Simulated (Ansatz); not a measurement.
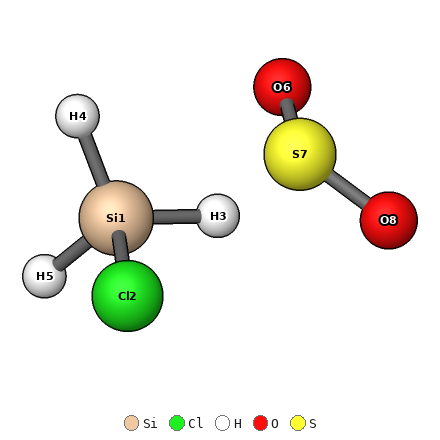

The system is the pair ClH₃Si···O₂S; the picture shows the reference structure. 
- First axis: separation of Cl2 and S7 along their line in the relaxed pair. Second axis: sideways slip of O6, S7, O8.
- Nothing is relaxed (both partners rigid).
- Grid: 11 × 11 points.
- Points are written as (first, second).
- Energies: cm⁻¹, counted from the two partners far apart, frozen as in the relaxed pair, each in its own basis (no counterpoise correction).
- All numbers below come from RKS PBE-D4/def2-SVPD (Ansatz 0.2.0).

Its coordinates:

```xyz
8

Si   -0.3226    0.3894   -1.3741
Cl    1.3140    1.1977   -0.3010
H    -1.5164    0.4378   -0.4770
H     0.0410   -1.0058   -1.7665
H    -0.5002    1.2681   -2.5727
O    -0.1597   -1.5587    1.2617
S     0.8375   -0.8090    2.0808
O     0.3066    0.0806    3.1488
```

Range: separation of Cl2 and S7 along their line in the relaxed pair from 2.647 to 4.047 Å; sideways slip of O6, S7, O8 from −2.20 to 2.20 Å.

Predict the map.

The lowest grid point is at (3.177 Å, 0.00 Å), −1784 cm⁻¹ from the two partners far apart, frozen as in the relaxed pair, each in its own basis (no counterpoise correction). No other kind of well shows on this grid. The highest grid point, (2.647 Å, 1.76 Å), lies 6220 cm⁻¹ above the lowest. Round the minimum the two coordinates are weakly coupled (coupling −0.06 in units of the two stiffnesses).

```
second ↓, first →  2.647  2.702  2.794  2.906  3.035  3.177  3.331  3.496  3.671  3.855  4.047
             2.20   4324   3482   2339   1312    499    −66   −413   −588   −644   −626   −569
             1.76   4436   3541   2333   1253    406   −175   −526   −698   −747   −719   −652
             1.32   3836   2957   1787    765     −9   −515   −796   −910   −912   −850   −755
             0.88   2288   1555    604   −190   −749  −1070  −1204  −1205  −1125  −1004   −868
             0.44    655    102   −588  −1124  −1452  −1584  −1571  −1464  −1307  −1131   −958
             0.00   −118   −568  −1116  −1520  −1737  −1784  −1708  −1557  −1370  −1174   −988
            −0.44    242   −227   −809  −1252  −1511  −1599  −1562  −1444  −1285  −1111   −943
            −0.88   1159    610    −86   −644  −1010  −1194  −1239  −1193  −1093   −968   −837
            −1.32   1576   1044    361   −201   −592   −816   −912   −919   −873   −795   −702
            −1.76   1156    779    291   −118   −412   −591   −679   −702   −682   −633   −566
            −2.20    496    288     17   −213   −380   −485   −537   −551   −534   −496   −442
```

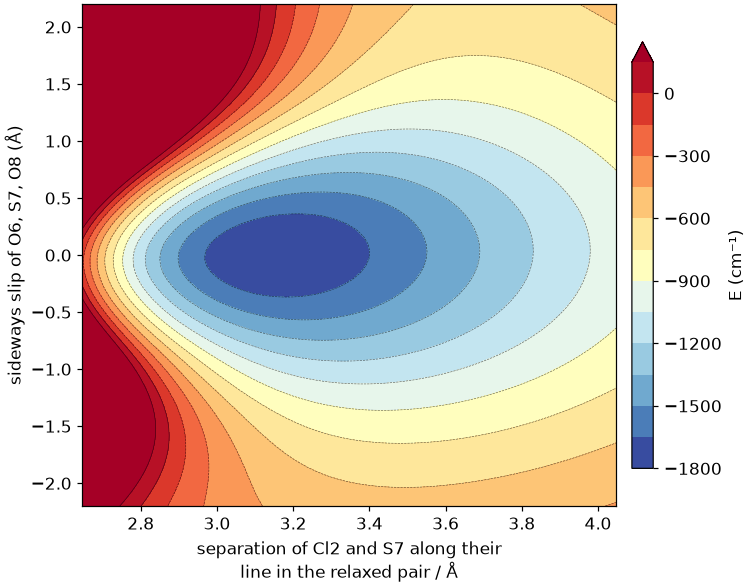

Drawn: filled contours, one colour for all values above the top of the scale. Between grid points the surface is interpolated.

Each point was launched as `ansatz run input.yaml --threads 1 --pin off --max-ram 2560MiB --backend cpu --events-out ev --progress --plain --runs-dir out`. Time for the 121 points that were run: 11 min on 1 thread of Intel(R) Xeon(R) 6975P-C (Granite Rapids) (shared host).
